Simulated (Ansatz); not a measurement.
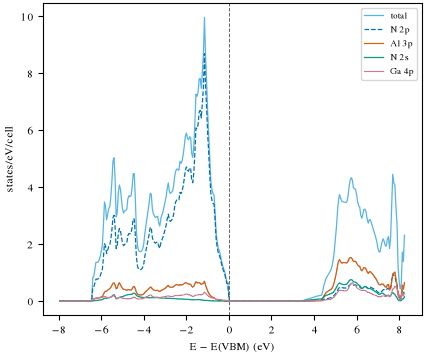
Total and projected density of states of Al$_{3}$GaN$_{4}$ in space group P3m1 (No. 156; Pearson symbol hP8), PBEsol in the plane-wave PAW code Ansatz

**Question.** Which orbitals carry the states next to the gap?

**Answer.** Top 1 eV of the valence band: N 2p 91 %. Bottom 1 eV of the conduction band: N 2s 40 %, Ga 4s 17 %, Al 3s 15 %, N 2p 15 %, Al 3p 8 %. Projections are on Löwdin-orthogonalised atomic valence shells; empty p or d shells of many metals are not among them.

**Question.** Where is the tallest occupied peak in this window, and what makes it?

**Answer.** Near -1.1 eV, about 10.0 states/eV per cell; the largest projected share is N 2p.

The start of the workflow was typed in or built on a structure type; neither database checked (COD, Materials Project) lists it. Whether it is the stable phase at ambient conditions was not checked. The cell was relaxed with PBEsol under the symmetry of its start; whether a distortion lowers the energy is not shown. Scalar-relativistic: spin–orbit coupling is off unless named, which matters more the heavier the elements.

Potentials: the earlier of the program's two PAW sets. The files were generated under PBE; for other functionals the program regenerates the frozen cores, and for LDA and PBEsol the local potential too.
